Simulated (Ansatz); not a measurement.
The reference is GaN in the wurtzite structure (space group P6_3mc, No. 186; a = 3.1833 Å, c = 5.1839 Å). Axes: x lies along a and z along c of the hexagonal cell.

Structures relaxed with DFT with r2SCAN, PAW potentials and a 500 eV plane-wave cutoff in Ansatz (a quantum-chemistry and plane-wave program), no spin-orbit coupling, earlier PAW set.

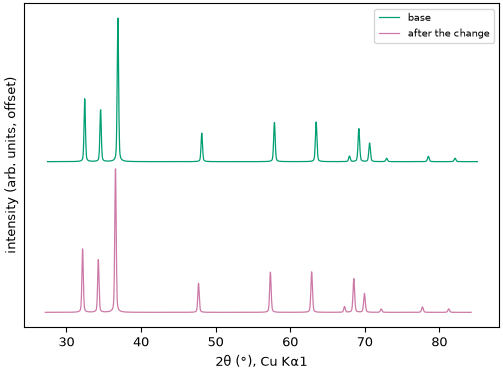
Figure. Simulated powder patterns before (top) and after one change

Which change produced these results?
(A) isotropic strain +3.74 %
(B) isotropic strain +0.86 %
(C) uniaxial stress, 1 GPa compression along x
(D) biaxial strain +0.82 %, plane normal [001], relaxed out of plane

B, isotropic strain +0.86 %. Its volume per atom is 11.67 Å³ against 11.37 Å³, and its space group is P6_3mc (No. 186).

Stability under load was not tested beyond the relaxation.
